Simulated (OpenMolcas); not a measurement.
# Property calculation, with input and output: CuCl (part 1 of 2)

- system: CuCl, SMILES [Cl][Cu]
- method: OLYP/aug-cc-pVDZ, RKS (OpenMolcas 26.06)

The geometry comes from this level: PBE0-D4/def2-TZVP.

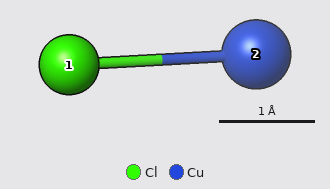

**Figure 1.** The structure as given in the input (ball-and-stick view, seen at a tilt; atoms are numbered from 1 in the order of the input). Sticks mark near contacts. Bond lengths as drawn: Cl–Cu 2.08 Å.

### Input file
```
>>> EXPORT MOLCAS_PRINT=2

&gateway
  coord
  2
  angstrom
  Cl       0.898300      -0.345200       0.446400
  Cu      -0.868800       0.285000      -0.442400
  basis=aug-cc-pVDZ
  group=NoSym

&seward
  high

&scf
  ksdft=OLYP
  prorbitals=1 1

&localisation
  pipek-mezey
```

Hardware: 1 thread of Arm Neoverse V1, 24 GiB of memory available, shared host.

Command:
```bash
export MOLCAS_MEM=300
pymolcas calc.inp > calc.log
```

### What the program printed
```
--- Start Module: gateway ---

                                              &GATEWAY

                       available to each process: 300 MB of memory, 1 thread

++    Symmetry information:
      ---------------------

                    Character Table for C1

                             E
                    a        1  x, y, xy, Rz, z, xz, Ry, yz, Rx, I
--

++    Basis set information:
      ----------------------

      Basis set label: CL.AUG-CC-PVDZ.........

      Electronic valence basis set:
      ------------------
      Associated Effective Charge  17.000000 au
      Associated Actual Charge     17.000000 au
      Nuclear Model: Point charge

      Shell  nPrim  nBasis  Cartesian Spherical Contaminant
         s      13       5        X
         p       9       4        X
         d       2       2                 X

      Basis set label: CU.AUG-CC-PVDZ.........

      Electronic valence basis set:
      ------------------
      Associated Effective Charge  29.000000 au
      Associated Actual Charge     29.000000 au
      Nuclear Model: Point charge

      Shell  nPrim  nBasis  Cartesian Spherical Contaminant
         s      21       7        X
         p      17       6        X
         d       9       4                 X
         f       3       2                 X
--

++    Molecular structure info:
      -------------------------

                    ************************************************
                    **** Cartesian Coordinates / bohr, angstrom ****
                    ************************************************

     Center  Label                x              y              z                     x              y              z
        1      CL1              1.697541      -0.652333       0.843574              0.898300      -0.345200       0.446400
        2      CU2             -1.641794       0.538572      -0.836015             -0.868800       0.285000      -0.442400
--

            Nuclear Potential Energy            125.66707726 au

--- Stop Module: gateway /rc=_RC_ALL_IS_WELL_ ---

--- Start Module: seward ---

                                              &SEWARD

                       available to each process: 300 MB of memory, 1 thread

               SEWARD will generate:
                  Multipole Moment integrals up to order  2
                  Kinetic Energy integrals
                  Nuclear Attraction integrals (point charge)
                  One-Electron Hamiltonian integrals
                  Velocity integrals
                  Orbital angular momentum around ( -0.4490   0.1132  -0.2361 )
                  Velocity quadrupole around ( -0.4490   0.1132  -0.2361 )
                  Cholesky decomposed two-electron repulsion integrals
                   - CD Threshold:   1.00E-08

                   Integrals are discarded if absolute value <: 1.00E-40
                   Integral cutoff threshold is set to       <: 1.00E-40

            Nuclear Potential Energy            125.66707726 au

      Basis set specifications :
      Symmetry species         a
      Basis functions           86

--- Stop Module: seward /rc=_RC_ALL_IS_WELL_ ---
--- Module seward spent 5 seconds ---

--- Start Module: scf ---

                                                &SCF

                       available to each process: 300 MB of memory, 1 thread

++    Input section:
      --------------

      Header of the integral files:

      Cartesian coordinates in angstrom:
      -----------------------------------------------------
      No.  Label        X            Y            Z
      -----------------------------------------------------
       1   CL1        0.89830000  -0.34520000   0.44640000
       2   CU2       -0.86880000   0.28500000  -0.44240000
      -----------------------------------------------------
      Nuclear repulsion energy =  125.66707726
--

++    Orbital specifications:
      -----------------------

      Symmetry species               1
                                     a
      Frozen orbitals                0
      Occupied orbitals             23
      Secondary orbitals            63
      Deleted orbitals               0
      Total number of orbitals      86
      Number of basis functions     86
--

      Molecular charge                           0.000

      Numerical integration parameters
      --------------------------------
      Radial quadrature type:                         MHL
      Size of radial grid:                            75
      Lebedev angular grid:                           29
      Angular grid pruned with the crowding factor:  3.00E+00
                                 and fading factor:  6.00E+00
      Screening threshold for integral computation:   1.00E-11
      Radial quadrature accuracy:                     1.00E-25
      Maximum batch size:                             128
      AO values are stored on disk
      The same grid will be used for all iterations.

      DFT functional specifications
      -----------------------------
      Using Libxc version: 6.2.2
      Please cite the following reference:
      S. Lehtola, C. Steigemann, M. J.T. Oliveira, and M. A.L. Marques.,  SoftwareX 7, 1–5 (2018) doi:10.1016/j.softx.2017.11.002

      * Handy & Cohen OPTX 01
        - N. C. Handy and A. J. Cohen.,  Mol. Phys. 99, 403 (2001) doi:10.1080/00268970010018431
      * Lee, Yang & Parr
        - C. Lee, W. Yang, and R. G. Parr.,  Phys. Rev. B 37, 785 (1988) doi:10.1103/PhysRevB.37.785
        - B. Miehlich, A. Savin, H. Stoll, and H. Preuss.,  Chem. Phys. Lett. 157, 200 (1989) doi:10.1016/0009-2614(89)87234-3

++    Optimization specifications:
      ----------------------------

      SCF Algorithm: LK-Cholesky
      LK screening threshold:                     4.50E-02
      Local-Exchange (LK) algorithm.
       - the density matrix is decomposed
      D(i)-D(i-1) density differences are used
      Number of density matrices in core                 5
      Maximum number of NDDO SCF iterations            400
      Maximum number of HF SCF iterations              400
      Threshold for SCF energy change             1.00E-09
      Threshold for density matrix                1.00E-04
      Threshold for Fock matrix                   1.50E-04
      Threshold for linear dependence             1.00E-09
      Threshold at which DIIS is turned on        1.50E-01
      Maximum depth in the DIIS procedure                5
      Maximum depth in the BFGS Hessian update          30
      Threshold at which QNR/C2DIIS is turned on  7.50E-02
      Threshold for Norm(delta) (QNR/C2DIIS)      1.00E-03
      All orbitals punched on: SCFORB
--

      Input vectors read from INPORB
      Orbital file label: *Guess orbitals

++ Convergence information
                                   OLYP       iterations: Energy and convergence statistics

Iter     Tot. OLYP       One-elec.       Two-elec.     Energy      Max Dij or  Max Fij      DNorm      TNorm      AccCon     Time
         Energy          Energy          Energy        Change      Delta Norm                                                in Sec.

 The total and one-electron energies are shifted by a value of      2000. a.u.

   1  -101.178805593 -1278.803244102  1051.957361247   0.00E+00    7.91E-01*   3.74E-01*    9.68E+00   3.07E+02   None         0.
   2   -99.495967171 -1210.653218886   985.490174453   1.68E+00*   4.52E-01*   4.44E-02*    4.18E+00   2.98E+02   EDIIS        0.
   3  -101.196134784 -1262.532977704  1035.669765659  -1.70E+00*   2.81E-01*   3.71E-02*    2.45E+00   3.05E+02   EDIIS        0.
   4  -101.275955270 -1272.864524683  1045.921492152  -7.98E-02*   2.05E-01*   2.45E-02*    1.06E+00   3.06E+02   EDIIS        0.
   5  -101.265253372 -1273.380802002  1046.448471368   1.07E-02*   2.88E-01*   2.79E-02*    7.96E-01   3.06E+02   EDIIS        0.
   6  -101.253942217 -1262.089741196  1035.168721718   1.13E-02*   1.01E-02*   1.73E-02*    7.42E-01   3.05E+02   EDIIS        0.
   7  -101.296570705 -1270.987815037  1044.024167071  -4.26E-02*   1.94E-02*   3.26E-03*    1.30E-01   3.06E+02   c2DIIS       0.
   8  -101.296307550 -1270.571871025  1043.608486214   2.63E-04*   4.48E-02*   4.90E-03*    9.75E-02   3.06E+02   QNRc2DIIS    0.
   9  -101.293572020 -1272.692995543  1045.732346261   2.74E-03*   3.36E-02*   2.17E-02*    1.91E-01   3.06E+02   QNRc2DIIS    0.
  10  -101.296501996 -1270.571451217  1043.607871960  -2.93E-03*   3.64E-02*   5.48E-03*    1.44E-01   3.06E+02   QNRc2DIIS    0.
  11  -101.295278326 -1272.480045221  1045.517689634   1.22E-03*   2.51E-02*   1.81E-02*    1.66E-01   3.06E+02   QNRc2DIIS    0.
  12  -101.296587238 -1270.761447341  1043.797782842  -1.31E-03*   7.51E-03*   2.78E-03*    1.09E-01   3.06E+02   QNRc2DIIS    0.
  13  -101.296715415 -1270.969962261  1044.006169585  -1.28E-04*   1.01E-03*   4.19E-04*    3.32E-02   3.06E+02   QNRc2DIIS    0.
  14  -101.296717657 -1270.979812242  1044.016017323  -2.24E-06*   2.18E-04    4.33E-05     5.15E-03   3.06E+02   QNRc2DIIS    0.
  15  -101.296717692 -1270.981121668  1044.017326716  -3.44E-08*   2.17E-04    3.07E-05     8.97E-04   3.06E+02   QNRc2DIIS    0.
  16  -101.296717705 -1270.977304575  1044.013509609  -1.36E-08*   1.32E-05    2.73E-06     8.64E-04   3.06E+02   QNRc2DIIS    0.
  17  -101.296717705 -1270.977542197  1044.013747231  -7.78E-11    6.91E-07    5.32E-07     6.76E-05   3.06E+02   QNRc2DIIS    0.

       Convergence after  17 Iterations
--

 *****************************************************************************************************************************
 *                                             SCF/KS-DFT Program, Final results                                             *
 *                                                       Final Results                                                       *
 *****************************************************************************************************************************

::    Total KS-DFT energy                           -2101.2967177053
      One-electron energy                           -3270.9775421971
      Two-electron energy                            1044.0137472306
      Nuclear repulsion energy                        125.6670772612
      Kinetic energy (interpolated)                  2098.6291039845
      Virial theorem                                    1.0012711220
      Total spin, S(S+1)                                0.0000000000
      Total spin, S                                     0.0000000000
      Max non-diagonal density matrix element           0.0000003749
      Max non-diagonal Fock matrix element              0.0000001282

      All orbitals with orbital energies smaller than  E(LUMO)+0.5 are printed

++    Molecular orbitals:
      -------------------

      Title: RKS-DFT orbitals

      Molecular orbitals for symmetry species 1: a

          Orbital            1         2         3         4         5         6         7         8         9        10
          Energy         -321.4719 -100.6322  -38.3243  -33.6206  -33.6195  -33.6195   -9.1667   -6.9837   -6.9772   -6.9772
          Occ. No.          2.0000    2.0000    2.0000    2.0000    2.0000    2.0000    2.0000    2.0000    2.0000    2.0000

          Orbital           11        12        13        14        15        16        17        18        19        20
          Energy           -4.1305   -2.6689   -2.6622   -2.6622   -0.6929   -0.3186   -0.2708   -0.2708   -0.2325   -0.2325
          Occ. No.          2.0000    2.0000    2.0000    2.0000    2.0000    2.0000    2.0000    2.0000    2.0000    2.0000

          Orbital           21        22        23        24        25        26        27        28        29        30
          Energy           -0.2199   -0.2142   -0.2142   -0.1386   -0.0283   -0.0283   -0.0044    0.0008    0.0320    0.0320
          Occ. No.          2.0000    2.0000    2.0000    0.0000    0.0000    0.0000    0.0000    0.0000    0.0000    0.0000

          Orbital           31        32        33        34        35        36        37        38        39        40
          Energy            0.0676    0.0806    0.0935    0.0935    0.1050    0.1050    0.1223    0.1531    0.1531    0.1647
          Occ. No.          0.0000    0.0000    0.0000    0.0000    0.0000    0.0000    0.0000    0.0000    0.0000    0.0000

          Orbital           41        42        43        44        45        46
          Energy            0.2113    0.2113    0.2510    0.3183    0.3524    0.3524
          Occ. No.          0.0000    0.0000    0.0000    0.0000    0.0000    0.0000

--

++    Molecular charges:
      ------------------

      Mulliken charges per centre and basis function type
      ---------------------------------------------------

                CL1     CU2
      1s       2.0000  2.0002
      2s       2.0314  2.0024
      2px      2.0015  2.0001
      2pz      2.0014  2.0000
      2py      2.0013  2.0000
      3s       1.9713  2.0013
      3px      1.7217  2.0061
      3pz      1.8651  2.0024
      3py      1.8893  2.0018
      4s       0.0000  0.5503
      3d2+     0.0000  1.9021
      3d1+     0.0000  1.8914
      3d0      0.0000  1.9302
      3d1-     0.0000  1.9331
      3d2-     0.0000  1.9119
      *s      -0.0906 -0.0076
      *px     -0.0909  0.0822
      *pz     -0.0034  0.0615
      *py      0.0114  0.0580
      *d2+     0.0045  0.0696
      *d1+     0.0048  0.0723
      *d0      0.0034  0.0623
      *d1-     0.0020  0.0608
      *d2-     0.0048  0.0674
      *f3+     0.0000  0.0020
      *f2+     0.0000  0.0020
      *f1+     0.0000  0.0022
      *f0      0.0000  0.0010
      *f1-     0.0000  0.0003
      *f2-     0.0000  0.0017
      *f3-     0.0000  0.0020
      Total   17.3291 28.6709

      N-E     -0.3291  0.3291

      Total electronic charge=   46.000000

      Total            charge=   -0.000000
--

++    Molecular properties:
      ---------------------

      Charge (e):
                      =   -0.0000
      Dipole Moment (debye):
      Origin of the operator (angstrom)=   -0.2376    0.0599   -0.1249
                   X= -4.0221E+00               Y=  1.4344E+00               Z= -2.0230E+00           Total=  4.7252E+00
      Quadrupole Moment (debye*angstrom):
      Origin of the operator (angstrom)=   -0.2376    0.0599   -0.1249
                  XX= -2.4509E+01              XY= -5.9550E-01              XZ=  8.3986E-01              YY= -2.5967E+01
                  YZ= -2.9952E-01              ZZ= -2.5757E+01
      In traceless form (debye*angstrom)
                  XX=  1.3524E+00              XY= -8.9325E-01              XZ=  1.2598E+00              YY= -8.3374E-01
                  YZ= -4.4928E-01              ZZ= -5.1866E-01
--

--- Stop Module: scf /rc=_RC_ALL_IS_WELL_ ---
--- Module scf spent 3 seconds ---

--- Start Module: localisation ---

                                           &LOCALISATION

                       available to each process: 300 MB of memory, 1 thread

 Header from vector file:

* RKS-DFT orbitals / OLYP

 Pipek-Mezey localisation
 Convergence threshold:   1.0000E-06 (functional)
 Convergence threshold:   1.0000E-02 (gradient)
 Screening threshold  :   1.0000E-10 (orbital rotations)
 Frozen orbitals      :      0
 Orbitals to localise :     23

 CPU  time for localisation procedure:      0.00 seconds
```
